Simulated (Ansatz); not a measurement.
Rock-salt HfC was calculated with RPBE (PAW; Ansatz, a program for electronic structure).

Numerical settings: plane-wave cutoff 520 eV, 20×20×20 k mesh, Fermi–Dirac smearing 0.05 eV, scalar-relativistic PAW data made under PBE.

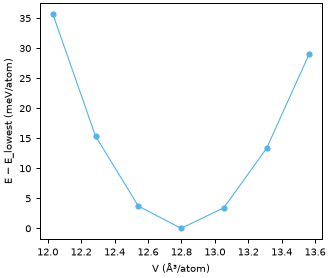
Figure: Total energy against volume

Question: From the curve, estimate the equilibrium volume and the bulk modulus.

Answer: V0 ≈ 12.8 Å³/atom and B0 ≈ 220 GPa; the fit gives V0 = 12.799 Å³/atom, B0 = 224 GPa, B′ = 4.0.

Measured, for comparison: bulk modulus 242 GPa (room temperature, no zero-point or thermal correction, our sources range from 242 to 286; as tabulated in Synthesis of Binary Transition Metal Nitrides, Carbides and Borides from the …); equilibrium volume per atom 12.47 Å³/atom (temperature not stated, no zero-point or thermal correction; as tabulated in Zhang et al. (2018), doi:10.1088/1367-2630/aac7f0). Computed (rounded) less measured: bulk modulus not scored (sources differ), equilibrium volume per atom +2.6 %.

Spin–orbit coupling is not included.

Static lattice: no zero-point or thermal effects.

Cost on a shared machine: roughly 100 core-seconds.
